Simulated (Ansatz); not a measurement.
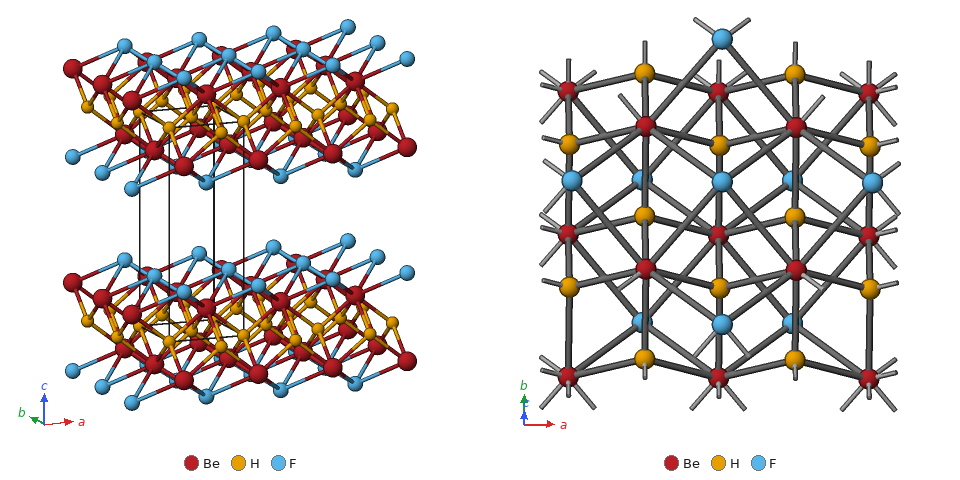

Left: the structure. Right: its underlying net. Nodes are coloured by element. One layer is drawn. Short stubs are edges that leave the cut-out.

The compound is BeHF (space group P4/nmm, No. 129), taken as coordinates from a relaxation with DFT PBE, scalar-relativistic, plane waves, PAW in Ansatz 0.2.0; the starting structure was generated, so it need not be a known form of this composition.

Bonds are taken as Be–F below 2.3 Å and Be–H below 1.8 Å. Atoms with one bond or none are removed and atoms with two bonds are replaced by edges, until no such atom is left.

The result is a trinodal (4,4,8)-connected, two-periodic (layers) net: H is a 4-connected node; F is a 4-connected node; Be is an 8-connected node, in the ratio 1:1:1. The layers lie parallel to (001).

```
node  links  point symbol           coordination sequence
   H      4           4^6  4 20 20 56 36 88 52 120 68 152
   F      4       4^4.6^2  4 20 21 60 36 88 52 120 68 152
  Be      8     4^16.6^12  8 12 41 28 72 44 104 60 136 76
```
